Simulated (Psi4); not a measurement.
Molecule: AlH₃S₃, SMILES [SH][Al]([SH])[SH], singlet.

```xyz
7

S     -2.3311     0.7582    -0.2023
Al    -0.2814     0.0351    -0.1755
S      0.9305     0.3477     1.6097
S      0.4400    -0.9686    -1.9685
H     -2.2747     1.1537     1.0818
H      1.9705    -0.3610     1.1389
H      1.6954    -1.0753    -1.5011
```

Unscaled harmonic wavenumbers and double-harmonic intensities, PBE0/def2-TZVP (dispersion D4) with Psi4 1.11, at a geometry relaxed at this level, isolated molecule. Lorentzian lines of 24 cm⁻¹ full width. Close modes add up in the curve.

> Predict the infrared spectrum.

The most intense lines lie at 558.6 cm⁻¹ (105.9 km/mol), 537.6 cm⁻¹ (64.0 km/mol) and 708.0 cm⁻¹ (40.1 km/mol). It has no imaginary mode, so it is a minimum.

| cm⁻¹ | km/mol |
| --- | --- |
| 66.9 | 4.0 |
| 110.4 | 5.0 |
| 161.2 | 12.8 |
| 182.7 | 20.1 |
| 221.5 | 12.7 |
| 238.1 | 14.9 |
| 354.3 | 0.3 |
| 537.6 | 64.0 |
| 558.6 | 105.9 |
| 606.9 | 30.6 |
| 678.8 | 15.8 |
| 708.0 | 40.1 |
| 2706.6 | 2.9 |
| 2711.0 | 1.8 |
| 2714.8 | 1.6 |

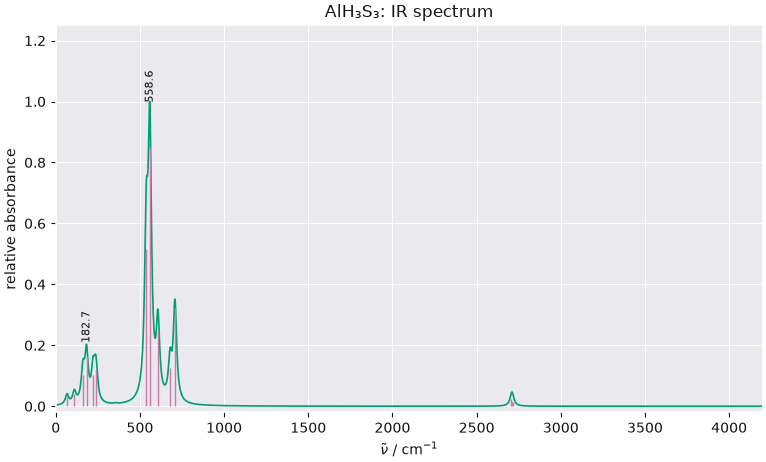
